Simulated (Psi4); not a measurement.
# One shape, several levels: doublet [GeH4]+

Aim: a comparison of 3 runs (UHF/def2-TZVP, UMP2/def2-TZVP, UCCSD/def2-TZVP) of doublet [GeH4]+. 

Program for the calculation: Psi4 1.11.

4 further runs of the same task are left out: 4 that didn't finish.

**1. The system as given**

[GeH4]+ has 5 atoms, charge +1, and is taken as a doublet. As SMILES of the parent species, `[GeH4]`. Geometry: relaxed at PBE0-D4/def2-TZVP. That shape belongs to the parent species and isn't relaxed for this state.

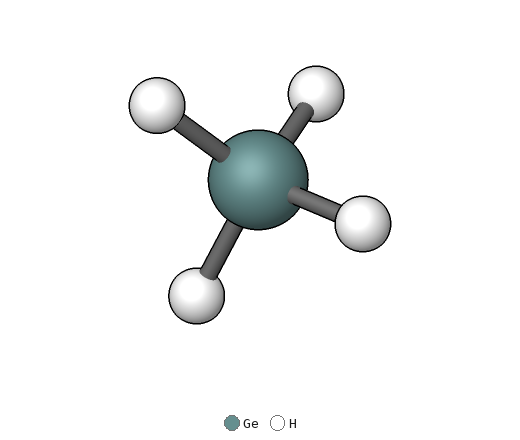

Viewed from a chosen angle; germanium teal, hydrogen white.

**2. Energy and gradient at UHF/def2-TZVP (run 1)**

The input, geh4.py:

```python
import psi4

psi4.set_memory('1600 MB')
psi4.set_num_threads(1)
psi4.set_output_file('output.dat', False)

m = psi4.geometry("""
1 2
Ge
H 1 1.534034
H 1 1.534065 2 109.4623
H 1 1.534104 2 109.46631 3 -119.97844
H 1 1.534155 2 109.48738 3 120.00406
units angstrom
symmetry c1
no_reorient
no_com
""")

psi4.set_options({
    'reference': 'uhf',
    'puream': True,
    'e_convergence': 1e-09,
    'd_convergence': 1e-08,
    'scf_type': 'pk',
    'maxiter': 200,
})

e, wfn = psi4.gradient('scf/def2-TZVP', return_wfn=True)
print('gradient / Eh bohr^-1')
print(e.np.round(6))
print(f'energy = {wfn.energy():.10f} Eh')
```

On the command line:

```bash
$ python geh4.py
```

output.dat:

```text
[...]
  Running in c1 symmetry.
[...]
  Nuclear repulsion =   45.420429690593423
[...]
  Multiplicity = 2
[...]
  Nalpha       = 18
  Nbeta        = 17
[...]
    Number of basis functions: 72
[...]
   @UHF iter   1: -2076.07141585859472   -2.39060e+00   3.71305e-02 DIIS/ADIIS
[...]
   @UHF iter  21: -2077.25027547073978   -1.77351e-11   6.75480e-09 DIIS
[...]
   @S^2 Observed:                7.615149332E-01
[...]
    Orbital Energies [Eh]
    ---------------------
    Alpha Occupied:
       1A   -405.528293     2A    -52.437466     3A    -46.527570
       4A    -46.523656     5A    -46.523656     6A     -7.481897
       7A     -5.465840     8A     -5.452731     9A     -5.452730
      10A     -1.942082    11A     -1.931987    12A     -1.931985
      13A     -1.921887    14A     -1.921886    15A     -1.086443
      16A     -0.867905    17A     -0.734404    18A     -0.734387
    Alpha Virtual:
      19A     -0.106023    20A     -0.076423    21A     -0.076401
      22A     -0.062349    23A      0.050121    24A      0.050124
      25A      0.050757    26A      0.105256    27A      0.105268
[...]
  @UHF Final Energy: -2077.25027547073978
   => Energetics <=
    Nuclear Repulsion Energy =             45.4204296905934228
    One-Electron Energy =               -2977.4623422929344088
    Two-Electron Energy =                 854.7916371316015329
    Total Energy =                      -2077.2502754707397798
  UHF NO Occupations:
  HONO-2 :   16  A 1.9992250
  HONO-1 :   17  A 1.9958020
[...]
 Multipole Moments:
 ------------------------------------------------------------------------------------
     Multipole            Electronic (a.u.)      Nuclear  (a.u.)        Total (a.u.)
 ------------------------------------------------------------------------------------
 L = 1.  Multiply by 2.5417464519 to convert [e a0] to [Debye]
 Dipole X            :          0.0005308           -0.0004491            0.0000817
 Dipole Y            :          0.7673294            0.0004563            0.7677857
 Dipole Z            :         -0.2712159           -0.0001341           -0.2713500
 Magnitude           :                                                    0.8143253
[...]
  -Total Gradient:
     Atom            X                  Y                   Z
    ------   -----------------  -----------------  -----------------
       1       -0.000001525531     0.124998550637    -0.044145145045
       2       -0.000016882915    -0.020266462500     0.001997851115
       3        0.000003348192    -0.069036511802     0.024397553648
       4        0.004195231559    -0.017843022734     0.008886471574
       5       -0.004180171305    -0.017852553601     0.008863268709
[...]
```

Standard output:

```text
gradient / Eh bohr^-1
[[-2.00000e-06  1.24999e-01 -4.41450e-02]
 [-1.70000e-05 -2.02660e-02  1.99800e-03]
 [ 3.00000e-06 -6.90370e-02  2.43980e-02]
 [ 4.19500e-03 -1.78430e-02  8.88600e-03]
 [-4.18000e-03 -1.78530e-02  8.86300e-03]]
energy = -2077.2502754707 Eh
```

Wall time 8.4 s (1 thread of AMD EPYC 7R43 (Zen 3), shared host); peak memory 0.27 GiB.

**3. A single-point energy at UMP2/def2-TZVP (run 2)**

The input, geh4.inp:

```
memory 1600 mb

molecule geom {
  1 2
  Ge     0.000100     0.000100     0.000000
  H      1.148100    -0.756300     0.680600
  H     -1.238800    -0.030000     0.904200
  H     -0.329200    -0.669100    -1.340600
  H      0.419800     1.455400    -0.244100
  symmetry c1
  no_reorient
  no_com
}

set globals {
  basis           def2-TZVP
  reference       uhf
  puream          true
  e_convergence   1e-09
  d_convergence   1e-08
  scf_type        pk
  num_frozen_docc 9
  mp2_type        conv
  maxiter         200
}

E, wfn = energy("mp2", return_wfn=True)
```

On the command line:

```bash
$ psi4 -n 1 geh4.inp geh4.out
```

geh4.out:

```text
[...]
  Running in c1 symmetry.
[...]
  Nuclear repulsion =   45.420424199804401
[...]
  Multiplicity = 2
[...]
  Nalpha       = 18
  Nbeta        = 17
[...]
    Number of basis functions: 72
[...]
   @UHF iter   1: -2076.07141583617386   -2.39060e+00   3.71305e-02 ADIIS/DIIS
[...]
   @UHF iter  21: -2077.25027553893551   -1.18234e-11   6.73375e-09 DIIS
[...]
   @S^2 Observed:                7.615149219E-01
[...]
    Orbital Energies [Eh]
    ---------------------
    Alpha Occupied:
       1A   -405.528293     2A    -52.437466     3A    -46.527570
       4A    -46.523656     5A    -46.523656     6A     -7.481897
       7A     -5.465840     8A     -5.452731     9A     -5.452730
      10A     -1.942082    11A     -1.931987    12A     -1.931985
      13A     -1.921887    14A     -1.921886    15A     -1.086443
      16A     -0.867905    17A     -0.734404    18A     -0.734387
    Alpha Virtual:
      19A     -0.106023    20A     -0.076423    21A     -0.076401
      22A     -0.062349    23A      0.050121    24A      0.050124
      25A      0.050757    26A      0.105256    27A      0.105268
[...]
  @UHF Final Energy: -2077.25027553893551
   => Energetics <=
    Nuclear Repulsion Energy =             45.4204241998044012
    One-Electron Energy =               -2977.4623319945740150
    Two-Electron Energy =                 854.7916322558339743
    Total Energy =                      -2077.2502755389355116
  UHF NO Occupations:
  HONO-2 :   16  A 1.9992250
  HONO-1 :   17  A 1.9958020
[...]
 Multipole Moments:
 ------------------------------------------------------------------------------------
     Multipole            Electronic (a.u.)      Nuclear  (a.u.)        Total (a.u.)
 ------------------------------------------------------------------------------------
 L = 1.  Multiply by 2.5417464519 to convert [e a0] to [Debye]
 Dipole X            :         -0.6633154            0.0058582           -0.6574572
 Dipole Y            :         -0.0217610            0.0060471           -0.0157139
 Dipole Z            :          0.4798043            0.0001890            0.4799933
 Magnitude           :                                                    0.8141808
[...]
	SCS-MP2 Total Energy (a.u.)        : -2077.48393064641505
	SOS-MP2 Total Energy (a.u.)        : -2077.46304987357416
	SCSN-MP2 Total Energy (a.u.)       : -2077.36052601953543
[...]
	SOS-PI-MP2 Total Energy (a.u.)     : -2077.49851226268038
[...]
	MP2 Total Energy (a.u.)            : -2077.49022980299060
[...]
```

It took 6 s on 1 thread of AMD EPYC 7R43 (Zen 3), shared host; peak memory 0.3 GiB.

**4. A single-point energy at UCCSD/def2-TZVP (run 3)**

The input, input.in:

```
memory 1.6 GB

molecule molecule1 {
  1 2
  Ge     0.000100     0.000100     0.000000
  H      1.148100    -0.756300     0.680600
  H     -1.238800    -0.030000     0.904200
  H     -0.329200    -0.669100    -1.340600
  H      0.419800     1.455400    -0.244100
  symmetry c1
  no_reorient
  no_com
}

set basis def2-TZVP
set reference uhf
set puream true
set e_convergence 1e-09
set d_convergence 1e-08
set scf_type pk
set num_frozen_docc 9
set maxiter 200

E = energy('ccsd')
print_variables()
```

On the command line:

```bash
$ psi4 -n 1 input.in input.out
```

input.out:

```text
[...]
  Running in c1 symmetry.
[...]
  Nuclear repulsion =   45.420424199804401
[...]
  Multiplicity = 2
[...]
  Nalpha       = 18
  Nbeta        = 17
[...]
    Number of basis functions: 72
[...]
   @UHF iter   1: -2076.07141583617386   -2.39060e+00   3.71305e-02 DIIS/ADIIS
[...]
   @UHF iter  21: -2077.25027553893551   -1.18234e-11   6.73375e-09 DIIS
[...]
   @S^2 Observed:                7.615149219E-01
[...]
    Orbital Energies [Eh]
    ---------------------
    Alpha Occupied:
       1A   -405.528293     2A    -52.437466     3A    -46.527570
       4A    -46.523656     5A    -46.523656     6A     -7.481897
       7A     -5.465840     8A     -5.452731     9A     -5.452730
      10A     -1.942082    11A     -1.931987    12A     -1.931985
      13A     -1.921887    14A     -1.921886    15A     -1.086443
      16A     -0.867905    17A     -0.734404    18A     -0.734387
    Alpha Virtual:
      19A     -0.106023    20A     -0.076423    21A     -0.076401
      22A     -0.062349    23A      0.050121    24A      0.050124
      25A      0.050757    26A      0.105256    27A      0.105268
[...]
  @UHF Final Energy: -2077.25027553893551
   => Energetics <=
    Nuclear Repulsion Energy =             45.4204241998044012
    One-Electron Energy =               -2977.4623319945740150
    Two-Electron Energy =                 854.7916322558339743
    Total Energy =                      -2077.2502755389355116
  UHF NO Occupations:
  HONO-2 :   16  A 1.9992250
  HONO-1 :   17  A 1.9958020
[...]
 Multipole Moments:
 ------------------------------------------------------------------------------------
     Multipole            Electronic (a.u.)      Nuclear  (a.u.)        Total (a.u.)
 ------------------------------------------------------------------------------------
 L = 1.  Multiply by 2.5417464519 to convert [e a0] to [Debye]
 Dipole X            :         -0.6633154            0.0058582           -0.6574572
 Dipole Y            :         -0.0217610            0.0060471           -0.0157139
 Dipole Z            :          0.4798043            0.0001890            0.4799933
 Magnitude           :                                                    0.8141808
[...]
      * MP2 total energy                      = -2077.490229802991507
[...]
      * CCSD total energy                     = -2077.510304073859970
[...]
```

It took 35 s on 1 thread of AMD EPYC 7R43 (Zen 3), shared host; peak memory 0.37 GiB.

**5. All runs side by side**

```tsv
run	level	task	frozen core orbitals	energy (Eh)	HOMO energy (eV)	LUMO energy (eV)	⟨S²⟩	wall time
1	UHF/def2-TZVP	gradient	0	-2077.250275	-19.39	-10.55	0.762	8.4 s
2	UMP2/def2-TZVP	energy	9	-2077.490230	-19.39	-10.55	0.762	6 s
3	UCCSD/def2-TZVP	energy	9	-2077.510304	-19.39	-10.55	0.762	35 s
```

**6. Summary of results**

| quantity | value |
| --- | --- |
| run 3: total energy | -2077.51030 Eh |
| run 3: HOMO energy (Hartree–Fock orbitals) (highest over α and β) | -19.39 eV |
| run 3: LUMO energy (Hartree–Fock orbitals) (lowest over α and β) | -10.55 eV |
| run 3: correlation energy (9 core orbitals frozen) | -260.0 mEh |
| run 3: ⟨S²⟩ of the reference determinant | 0.762 |
| run 3: T1 diagnostic | 0.024 |

Below the UHF energy at the same shape and in the same basis (def2-TZVP): UMP2 -240.0 mEh; UCCSD -260.0 mEh. All runs together took 50 s, the longest 35 s.
